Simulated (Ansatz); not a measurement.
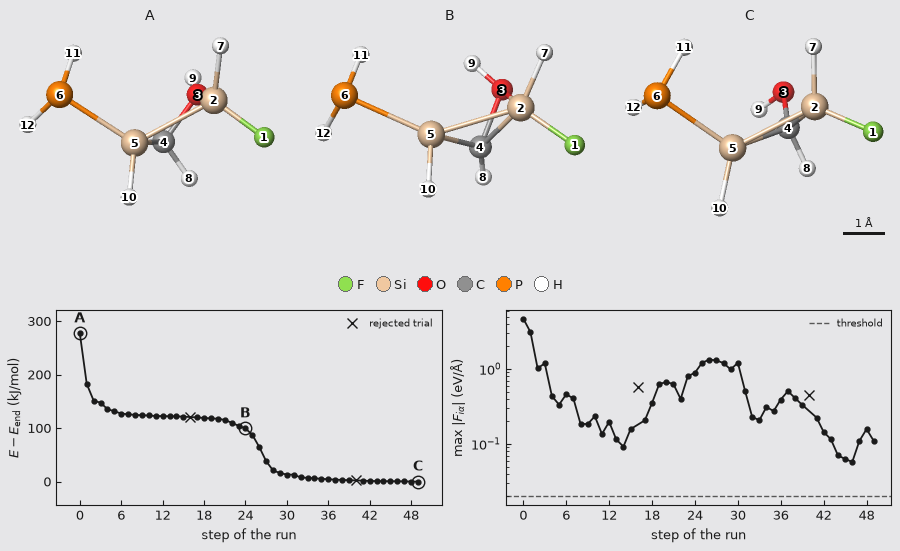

Frames of a relaxation of CH6FOPSi2, marked on the history of the run. Style: ball-and-stick. Shown at a tilt.

The run prepares an end point of a later path (hydrogen shift) calculation, from a guessed geometry.

Computed with RKS PBE/def2-SVP in Ansatz 0.2.0. Settings: no spin polarisation; force threshold 0.02 eV/Å; at most 50 steps.

What happens along the run?

The relaxation stopped without meeting its thresholds, so the last structure isn't shown to be converged. It used up its limit of 50 steps. The energy falls by 277.0 kJ/mol in 47 accepted moves (49 points after the start). The largest force component goes from 4.7 to 0.11 eV/Å. The line search rejected the trial steps at points 16, 40 of the run. H9 moves most after the best rigid fit: 1.30 Å. Largest moves by element: H 1.30 Å, O 0.94 Å, C 0.75 Å, F 0.73 Å, Si 0.33 Å, P 0.20 Å. Near-neighbour distances that change, for instance: Si2–O3 1.684 → 2.912 Å, Si2–C4 2.328 → 1.889 Å, C4–Si5 1.861 → 1.986 Å, F1–Si2 1.533 → 1.644 Å. New bonds form: Si2–C4 (2.33 → 1.89 Å). Bonds break: Si2–O3 (1.68 → 2.91 Å). Among the angles between lasting bonds that change: O3–C4–Si5 101.1° → 129.0°, Si2–Si5–C4 69.3° → 52.0°, F1–Si2–Si5 115.4° → 130.5°. Groups turn about Si2–Si5 by about 30°. From step 0 to 24: H9 moves most (0.76 Å), energy −177.6 kJ/mol. From step 24 to 49: H9 moves most (1.58 Å), energy −99.4 kJ/mol.

```tsv
step	E − E(0), kJ/mol	largest force component, eV/Å	note
0	0.00	4.6907	
1	-94.32	3.0999	
2	-125.61	1.0215	
3	-129.54	1.1894	
4	-141.40	0.4356	
5	-145.60	0.3345	
6	-149.70	0.4596	
7	-151.25	0.4061	
8	-152.22	0.1856	
9	-152.99	0.1845	
10	-153.40	0.2340	
12	-154.55	0.1975	
14	-155.00	0.0922	
16	-155.28	0.5798	rejected
18	-158.04	0.3531	
20	-159.42	0.6731	
22	-166.93	0.3987	
24	-177.62	0.8925	
26	-212.27	1.3325	
28	-256.09	1.1978	
31	-264.03	0.5144	
33	-269.98	0.2072	
35	-271.78	0.2745	
37	-273.34	0.5068	
39	-274.46	0.3322	
41	-275.14	0.2255	
43	-276.05	0.1162	
45	-276.30	0.0631	
47	-276.59	0.1102	
49	-277.05	0.1100
```
